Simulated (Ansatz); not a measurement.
Reaction (SMILES): N(=O)[O] → N atom + 2 O atom
B3LYP-D3(BJ)/def2-TZVP geometries, fixed; electronic energies without zero-point terms.

Basis-set convergence of the atomisation energy at HF with Ansatz (a quantum-chemistry and plane-wave program). Cartesian d functions, on some or all atoms, in 6-31G**; all else is spherical. Open shells are unrestricted. No added dispersion term, no relativity. Functions are those of the species that has most. Reference: the value in def2-QZVPPD, 55.48 kcal/mol, itself unsure by roughly 0.38 kcal/mol (its mean distance from pcseg-3, def2-QZVPP, cc-pVQZ). Deviations are taken from unrounded values.

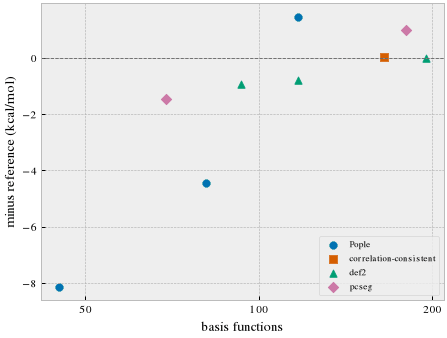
*Deviation from the reference against the number of basis functions, by family of sets.*

```csv
basis,functions,atomisation energy (kcal/mol),minus reference (kcal/mol)
6-31G**,45,47.35,-8.13
aug-pcseg-1,69,54.01,-1.47
"6-311++G(2d,2p)",81,51.03,-4.45
def2-TZVPP,93,54.53,-0.95
"6-311++G(3df,3pd)",117,56.94,1.46
def2-TZVPPD,117,54.70,-0.78
cc-pVQZ,165,55.52,0.05
pcseg-3,180,56.46,0.98
def2-QZVPPD,195,55.48,0.00
```
